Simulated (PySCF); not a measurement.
The calculation's input:

```
{"job": {"kind": "uv", "xc": "PBE0", "basis": "def2-SVPD", "nstates": 6, "ntriplets": 2}, "charge": 0, "multiplicity": 1}
C     -2.351891     0.236616    -0.159546
C     -1.268646    -0.783732     0.192751
C      0.048602    -0.290593    -0.110665
C      1.144340     0.147266    -0.376433
C      2.399037     0.670491    -0.692748
S      2.624121     2.135778    -1.411624
C      3.528323    -0.116542    -0.364610
N      4.467950    -0.722433    -0.109863
H     -2.320809     0.474289    -1.219997
H     -3.332844    -0.166766     0.078481
H     -2.206571     1.155327     0.403543
H     -1.311156    -1.027805     1.258884
H     -1.424844    -1.711409    -0.367149
```

Command:

```sh
OMP_NUM_THREADS=1 python probes_run.py task.json out
```

Geometry: GFN2-xTB.

Computed with PBE0/def2-SVPD, SCF density, gas phase (PySCF).

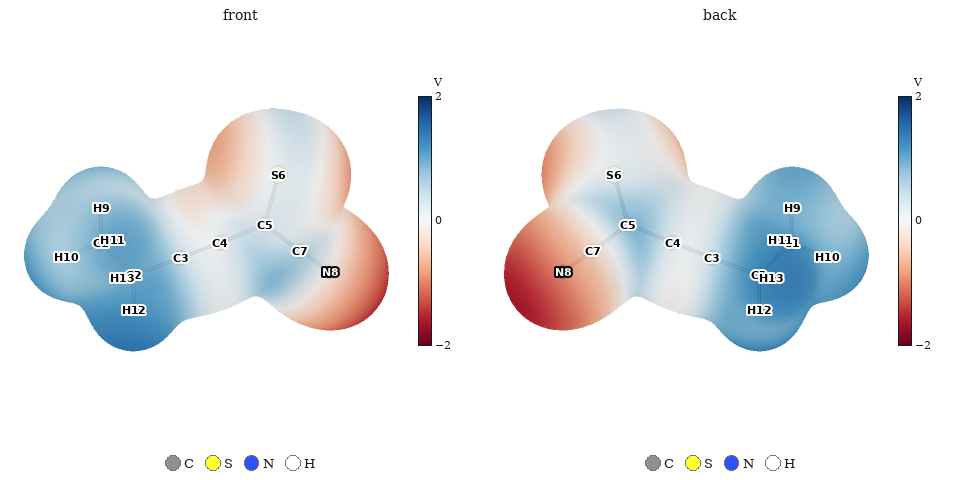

C₆H₅NS (SMILES CCC#CC(=S)C#N). The molecular electrostatic potential painted on the density surface at 0.002 e/bohr³, seen from the front and from behind; the colour scale runs from red (negative) to blue (positive).

### Where is the surface potential most negative and most positive?

The most negative region (about −1.6 V) lies over N8, the most positive (about +1.4 V) over H12 and H13. N8 is the likeliest acceptor of a hydrogen bond.

### How polar is the molecule by this calculation?

Its dipole moment is 5.48 D.
